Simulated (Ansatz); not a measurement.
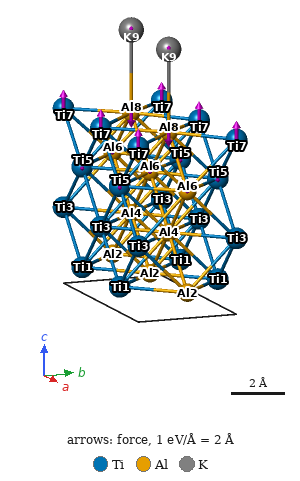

Starting geometry of a slab of composition KTi₄Al₄ (cut from the P4/mmm phase) with the computed forces as purple arrows. Style: ball-and-stick. Shown: the 2 × 1 repeat of the cell, outlined in the plane, without the vacuum, slightly off an axis.

Case: K put at a top Al site. The slab is the (1 1 0) face of TiAl with K on it. 4 atoms are held fixed.

Theory: Ansatz, DFT PBEsol, scalar-relativistic, plane waves, PAW. Set-up: plane-wave cutoff 420 eV; k-point mesh 7 × 7 × 1; occupations gaussian; smearing width 0.1 eV; no spin polarisation; dipole correction; atoms relaxed in a fixed cell; force threshold 0.03 eV/Å; at most 70 steps.

Q: Is this structure relaxed? If not, where do the atoms go?

A: It isn't relaxed: the largest force vector, on Ti7, is 0.37 eV/Å. The atoms end up moving mostly along the starting forces (cosine between the two patterns 0.94). The largest move is that of Ti7, 0.055 Å along the normal (+c). By element the largest moves are Ti 0.055 Å, Al 0.032 Å, K 0.014 Å. The cell stays as it was. Among the contacts that change: Al8–K9 3.240 → 3.286 Å, Al6–Ti7 2.752 → 2.788 Å, Ti5–Ti7 2.749 → 2.783 Å, Ti5–Al8 2.823 → 2.797 Å. Over 3 geometry steps the energy falls by 15.3 meV per cell of the calculation. The largest force component goes from 0.37 to 0.013 eV/Å. The run took 56 s on 2 threads of Intel(R) Xeon(R) Platinum 8259CL CPU @ 2.50GHz (Skylake/Cascade Lake) (shared host), peak memory 0.76 GiB.

Limits of the set-up: the periodic images lie only 4.0 Å apart, so the values are limited by the cell's size.
